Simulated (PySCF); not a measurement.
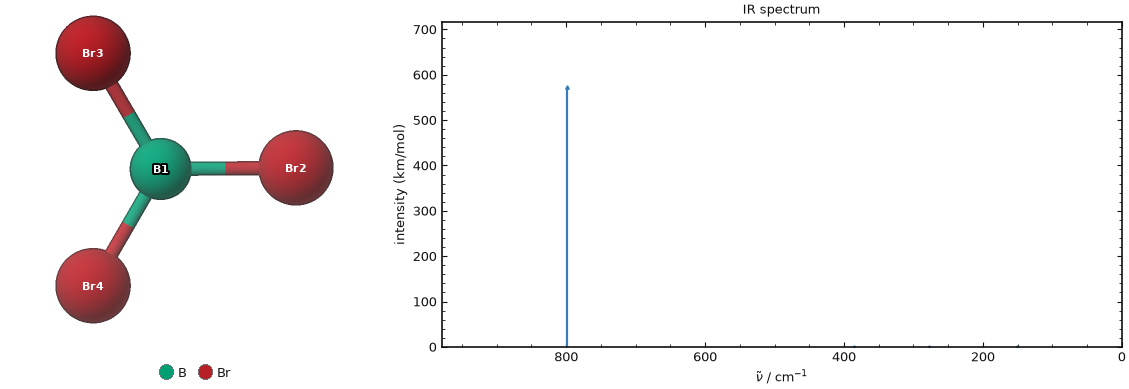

Infrared spectrum of BBr₃, singlet (point group D3h). Unscaled harmonic wavenumbers and double-harmonic intensities, B3LYP/def2-TZVP with PySCF, isolated molecule. The structure is the lowest of the points that a search from trigonal planar and trigonal pyramidal starts found. Degenerate modes count as one line, with their intensities summed.

Which modes are missing from the spectrum (below 0.05 km/mol)?

277.1 cm⁻¹ (a1').

List the modes.

```csv
cm⁻¹,km/mol,symmetry
151.4,0.1,e' (×2)
277.1,0.0,a1'
385.6,0.4,a2''
799.5,573.1,e' (×2)
```

Caveats: no scalar relativity.
